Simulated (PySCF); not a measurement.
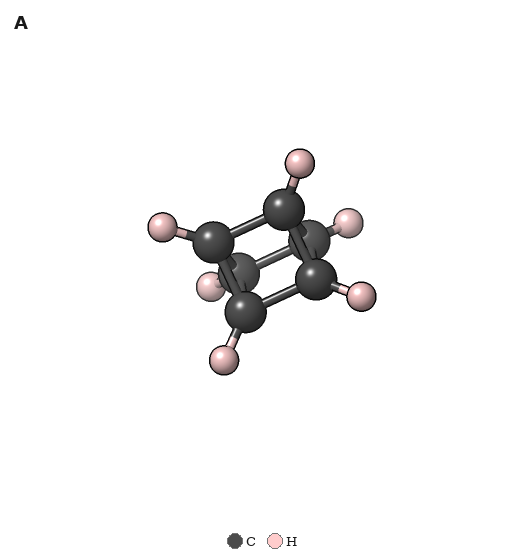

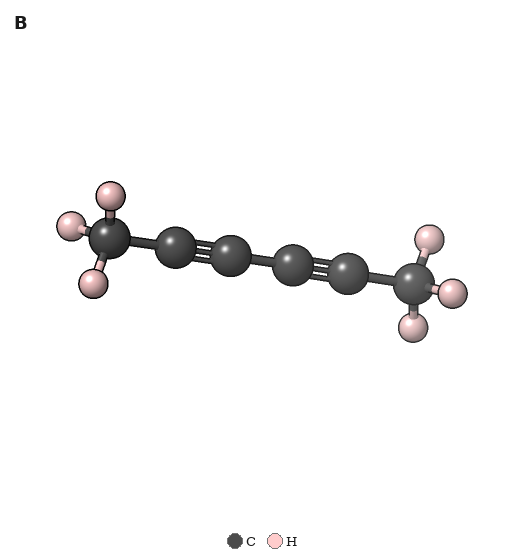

2 stationary structures of one formula. Geometries: PBE0-D3(BJ)/def2-TZVP. Electronic energies: PBE0/pcSseg-2 (PySCF 2.14.0), without zero-point energy. No frequency run is at hand to confirm each as a minimum.

Are they conformers, stereoisomers or constitutional isomers?

They are constitutional isomers of C6H6: A `C12C3C1C1C2C31`, B `CC#CC#CC`.

Rank them by energy, lowest first.

B is lowest; A lies 1.546 eV above it.
